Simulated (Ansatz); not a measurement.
**Geometry relaxation, with input and output: AlH$_{4}$O$_{3}$F (part 2 of 2)**

AlH$_{4}$O$_{3}$F; RKS B3LYP-D4/6-31G* (Ansatz 0.2.0). It belongs to a series of runs on one base structure; here: end point B relaxed.

## Trajectory as extended XYZ, continued
```
9
Properties=species:S:1:pos:R:3:forces:R:3 step=9 energy=-15525.34600
Al   -0.0917    0.0204    0.2699    0.1742   0.2103  -1.5543
F    -0.1597   -0.2378    1.9162   -0.1638  -0.8101   1.1762
O     1.4797   -0.2473   -0.3741    0.0357  -0.1111   0.0070
H     1.5962   -0.6218   -1.2548   -0.0222   0.0690   0.0286
O    -1.5191   -0.1011   -0.6764   -0.0366  -0.3065   0.0050
H    -1.8664   -0.9685   -0.9344    0.0459   0.2637   0.1057
O     0.0358    1.8874    0.9249   -0.2258  -0.2678   0.2816
H     0.9085    2.2938    0.8900    0.4319   0.2147  -0.3843
H     0.0484    1.3411    1.7635   -0.2392   0.7378   0.3344
9
Properties=species:S:1:pos:R:3:forces:R:3 step=11 energy=-15525.51939
Al   -0.0627    0.0205    0.2691   -0.4251  -1.0235   0.5781
F    -0.2201   -0.4492    1.8993    0.0420  -0.0542  -0.2674
O     1.5143   -0.2774   -0.3525    0.0924   0.2684  -0.0391
H     1.6343   -0.5006   -1.2823   -0.0324   0.0199   0.0017
O    -1.4780   -0.0976   -0.6962   -0.0006   0.0565  -0.1790
H    -1.8986   -0.9504   -0.8626    0.0564   0.0969   0.0749
O     0.0302    1.8200    0.9295    0.2873   0.6055  -0.0526
H     0.9286    2.1406    0.7226   -0.0410   0.1210   0.1210
H    -0.0165    1.6603    1.8978    0.0211  -0.0905  -0.2375
9
Properties=species:S:1:pos:R:3:forces:R:3 step=14 energy=-15525.60910
Al   -0.1200   -0.0630    0.3199   -0.0213   0.1363   0.0382
F    -0.2825   -0.5737    1.9075   -0.0071  -0.0869   0.0168
O     1.4937   -0.1276   -0.3061    0.0003   0.0401   0.0027
H     1.6372   -0.3818   -1.2248   -0.0139  -0.0057   0.0099
O    -1.4888   -0.1335   -0.7169    0.0862  -0.0424  -0.0444
H    -1.9358   -0.9739   -0.8692   -0.0504   0.0272   0.0423
O     0.0775    1.8355    0.8918    0.2920  -0.0386   0.2098
H     1.0182    1.9992    0.6499   -0.3403  -0.0646   0.1194
H     0.0322    1.7849    1.8728    0.0546   0.0346  -0.3947
9
Properties=species:S:1:pos:R:3:forces:R:3 step=17 energy=-15525.63737
Al   -0.1295   -0.0772    0.3269    0.1197   0.0709  -0.0992
F    -0.3306   -0.7196    1.8566   -0.0136   0.0196   0.0007
O     1.5097   -0.0222   -0.2672   -0.1149  -0.0005  -0.0249
H     1.6794   -0.3146   -1.1712    0.0096  -0.0055   0.0469
O    -1.4344   -0.1662   -0.7881   -0.3057  -0.5461   0.0082
H    -2.0389   -0.9321   -0.7443    0.3291   0.5149   0.0073
O     0.0902    1.8206    0.8709   -0.0288  -0.0769   0.1207
H     1.0301    1.8948    0.5980   -0.0254  -0.0023   0.0096
H     0.0557    1.8826    1.8433    0.0300   0.0259  -0.0692
9
Properties=species:S:1:pos:R:3:forces:R:3 step=19 energy=-15525.65537
Al   -0.0726   -0.0781    0.2906   -0.2318  -0.4647  -0.3361
F    -0.3226   -0.7436    1.8071    0.0484   0.0705   0.0220
O     1.5434    0.0169   -0.3286    0.0075   0.0471  -0.0225
H     1.7731   -0.4475   -1.1438   -0.0621   0.0412   0.1132
O    -1.3415   -0.2884   -0.8631   -0.0702  -0.0816   0.1744
H    -2.1612   -0.7367   -0.6006    0.2863   0.1631  -0.0303
O     0.0343    1.7710    0.8919    0.4272   0.4864   0.1868
H     0.9352    2.0413    0.6081   -0.2111  -0.1453  -0.1663
H     0.0436    1.8312    1.8634   -0.1942  -0.1168   0.0588
9
Properties=species:S:1:pos:R:3:forces:R:3 step=22 energy=-15525.67739
Al   -0.0884   -0.0969    0.2781    0.0099   0.0814  -0.0108
F    -0.3243   -0.7318    1.8085    0.0495   0.0070   0.0189
O     1.5183    0.0885   -0.3442   -0.0049   0.0097   0.1390
H     1.7985   -0.4380   -1.0989    0.0396  -0.0345  -0.0823
O    -1.3346   -0.3310   -0.8727    0.0371   0.0212  -0.1040
H    -2.1756   -0.7001   -0.5872   -0.1247  -0.0465   0.0417
O     0.0361    1.7914    0.8959   -0.0032  -0.0164   0.0300
H     0.9418    1.9832    0.5760   -0.0122  -0.0091  -0.0078
H     0.0599    1.8010    1.8695    0.0089  -0.0130  -0.0247
9
Properties=species:S:1:pos:R:3:forces:R:3 step=24 energy=-15525.67994
Al   -0.0952   -0.0889    0.2746   -0.0194  -0.0078  -0.0162
F    -0.3212   -0.7156    1.8106    0.0012  -0.0028   0.0087
O     1.5262    0.0736   -0.3189   -0.0279  -0.0040   0.0030
H     1.7976   -0.4179   -1.1018    0.0171   0.0011  -0.0135
O    -1.3465   -0.3221   -0.8782    0.0735   0.0074   0.0020
H    -2.1775   -0.7161   -0.5905   -0.0426  -0.0047   0.0153
O     0.0350    1.7928    0.8956   -0.0009   0.0232  -0.0337
H     0.9393    1.9768    0.5654   -0.0107  -0.0054   0.0165
H     0.0739    1.7836    1.8681    0.0098  -0.0070   0.0179
9
Properties=species:S:1:pos:R:3:forces:R:3 step=27 energy=-15525.68069
Al   -0.0941   -0.0952    0.2749    0.0014   0.0074  -0.0002
F    -0.3185   -0.7097    1.8164    0.0029  -0.0043   0.0020
O     1.5260    0.0757   -0.3180   -0.0039  -0.0066   0.0012
H     1.8075   -0.4088   -1.1018    0.0025   0.0004  -0.0025
O    -1.3374   -0.3433   -0.8811    0.0094  -0.0020   0.0014
H    -2.1883   -0.6867   -0.5845   -0.0108  -0.0010  -0.0021
O     0.0286    1.7908    0.8928    0.0021   0.0069   0.0037
H     0.9328    1.9710    0.5605   -0.0027   0.0010   0.0014
H     0.0750    1.7724    1.8655   -0.0010  -0.0018  -0.0049
```

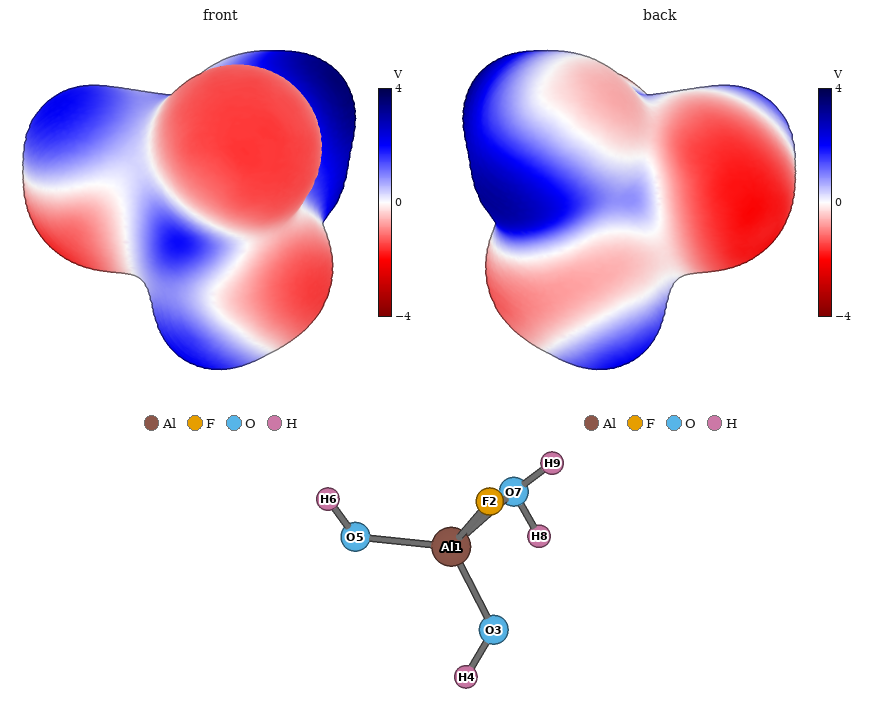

Figure 1. The molecular electrostatic potential painted on the density surface at 0.002 e/bohr³, seen at a tilt and from behind; the colour scale runs from red (negative) to blue (positive). The bare structure is drawn below in the same view.

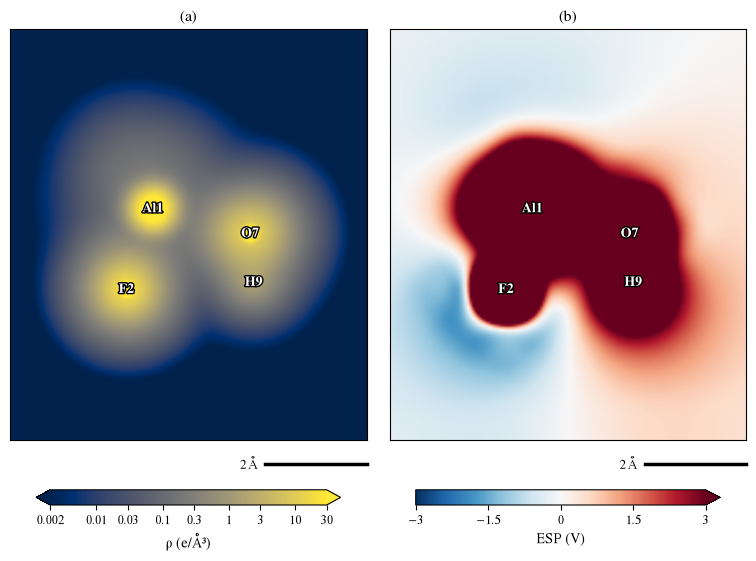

Figure 2. (a) electron density; (b) electrostatic potential on the plane of atoms F2, Al1 and O7. Atoms in the plane: Al, F, O and H. Al–O (1.99 Å): ρ is about 0.43 e/Å³ halfway.

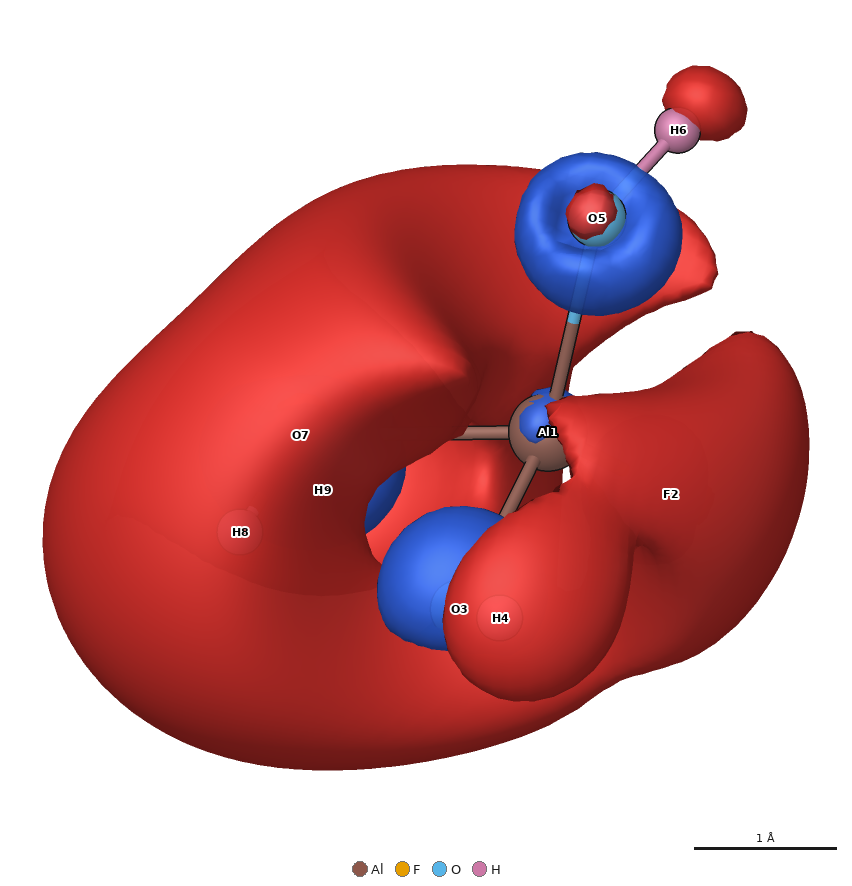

Figure 3. One frontier orbital at ±0.08 Å⁻³ᐟ² (red and blue are the two phases), seen at an oblique angle. The LUMO, at −0.15 eV. Its weight (Hirshfeld) is mainly on Al1 (30 %), H9 (20 %), O7 (15 %) and H8 (15 %).

The run was set up as follows.

## Input file
```yaml
crystal:
  periodic: [false, false, false]
  atoms:
    - { symbol: Al, position_ang: [0.028251, 0.493327, -0.256835] }
    - { symbol: F, position_ang: [-0.246078, -0.190499, 2.525181] }
    - { symbol: O, position_ang: [1.550731, -0.115767, -0.733213] }
    - { symbol: H, position_ang: [1.630955, -0.90914, -1.275423] }
    - { symbol: O, position_ang: [-1.513241, -0.050463, -0.728816] }
    - { symbol: H, position_ang: [-1.739339, -0.982805, -0.833721] }
    - { symbol: O, position_ang: [0.073042, 1.981888, 0.674294] }
    - { symbol: H, position_ang: [0.945124, 2.398809, 0.700068] }
    - { symbol: H, position_ang: [-0.297746, 0.74085, 2.453365] }
basis:
  gaussian: { orbitals: "6-31G*" }
hamiltonian:
  xc: b3lyp
  dispersion: d4
relax:
  f_tol: 0.03
  max_steps: 50
output:
  orbitals: {}
```

Command:
```bash
ansatz run input.yaml --threads 2 --pin off --max-ram 3072MiB --backend cpu --events-out ev --progress --plain --runs-dir out
```

## Results in brief

| quantity | value |
| --- | --- |
| outcome | converged |
| total energy | −15525.6810 eV |
| mean-field energy | −15525.4528 eV |
| largest force (length of the vector) at the end | 0.011 eV/Å |
| hardware | 2 threads of AMD EPYC (Zen 3), 189 GiB of memory available, shared host |
| wall time | 2.2 min (CPU time 4 min) |
| peak memory | 0.18 GiB |
